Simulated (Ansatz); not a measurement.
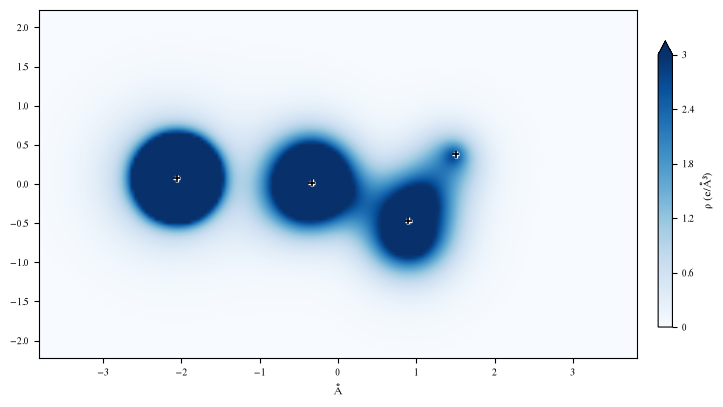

The total electron density on a plane through atoms (crosses mark nuclei in the plane).

Level of theory: isolated molecule in a Gaussian basis; Kohn-Sham density functional theory, functional PBE0 (Ansatz 0.2.0).

Candidates:
A. C$_{3}$H$_{9}$ISi (SMILES C[Si](C)(C)I)
B. GeHNO (SMILES [NH][O+]=[Ge]) (charge +1, doublet)
C. AlHOS$_{2}$ (SMILES [OH][Al]1[S][S]1)

### Which system is this?

Candidate B: GeHNO on the molecular plane, which holds Ge, N, O and H. N–O (1.32 Å): ρ at the midpoint is about 2.6 e/Å³. Ge–O (1.73 Å): ρ at the midpoint is about 0.98 e/Å³.
